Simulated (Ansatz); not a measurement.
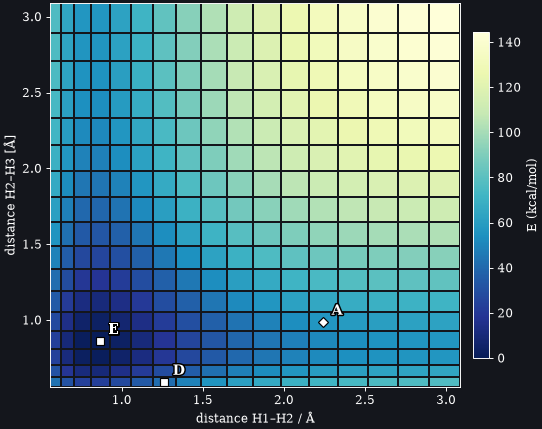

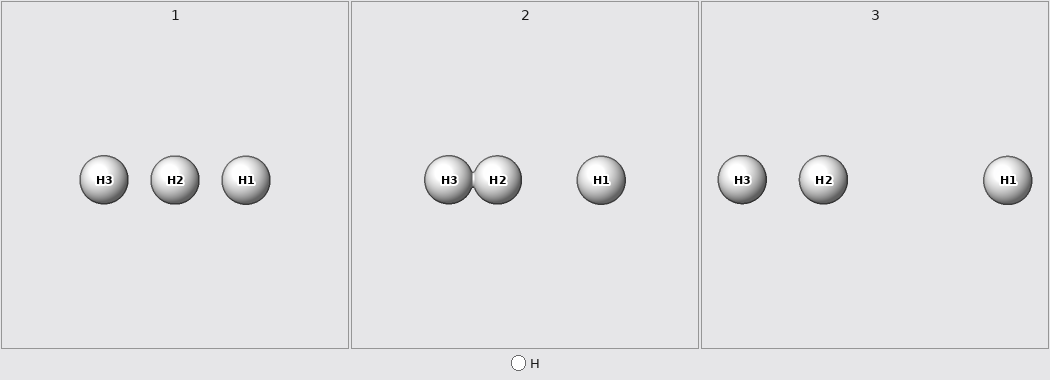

The system H⁺ + H₂. Coordinates scanned: (1) distance H1–H2; (2) distance H2–H3. Nothing is relaxed (the angle H1–H2–H3 is fixed at 180 degrees). The scan uses a 17 × 17 grid; 153 points were computed and 136 follow by symmetry. Points are written as (first, second). All energies are given in kcal/mol relative to the lowest grid point. The reference is spin-restricted, so regions where a bond is pulled apart into radicals lie too high. Theory: Ansatz 0.2.0, RKS PBE-D4/aug-cc-pVTZ.

In the figure: one coloured cell a grid point, lettered points. The numbered pictures are the structures at these points, in random order.

Which structure belongs to which point?

Answer. A is structure 3: (2.243 Å, 0.988 Å), 57 kcal/mol; D is structure 2: (1.263 Å, 0.592 Å), 42 kcal/mol; E is structure 1: (0.864 Å, 0.864 Å), 0 kcal/mol.
